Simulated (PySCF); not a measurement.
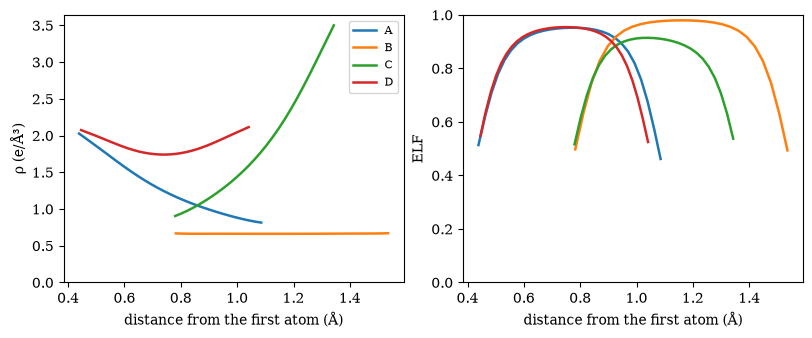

Figure. C₃H₁₀NSi₂ (doublet). Total electron density and ELF along straight lines between neighbouring atoms. The curves leave out the atomic cores.

Geometry: GFN2-xTB.

Theory: UKS B3LYP, pcH-1 on C H N Si, non-relativistic, mean-field spin-orbit, GIAO (PySCF).

```xyz
16

N     2.3339    0.0167   -0.6345
Si    1.1575    0.0638    0.6372
C    -0.0933   -1.3478    0.3079
C    -1.2354   -0.8465   -0.5766
C    -1.6576    0.5489   -0.2847
Si   -0.5260    1.6569    0.6665
H     2.0131   -0.0366   -1.5884
H     3.1149    0.6501   -0.5818
H     1.9601   -0.2028    1.8365
H    -0.5037   -1.6570    1.2697
H     0.3617   -2.2306   -0.1388
H    -0.9254   -0.9065   -1.6318
H    -2.1022   -1.5165   -0.4953
H    -2.5202    0.8954   -0.8374
H    -1.0227    1.9507    2.0237
H    -0.3623    2.9707    0.0163
```

### Which curve belongs to which contact (C–C, C–Si, Si–N and Si–Si)? The first atom named is at distance zero.

Curve A: C–Si (1.85 Å): ρ at the midpoint is about 0.96 e/Å³; the ELF peaks at about 0.95 between the atoms; a covalent bond. Curve B: Si–Si (2.32 Å): ρ at the midpoint is about 0.66 e/Å³; the ELF peaks at about 1 between the atoms; a covalent bond. Curve C: Si–N (1.73 Å): ρ at the midpoint is about 1.1 e/Å³; the ELF peaks at about 0.90 between the atoms (a polar covalent bond). Curve D: C–C (1.49 Å): the density is about 1.7 e/Å³ at the midpoint; the ELF peaks at about 0.95 between the atoms; a shared electron pair.
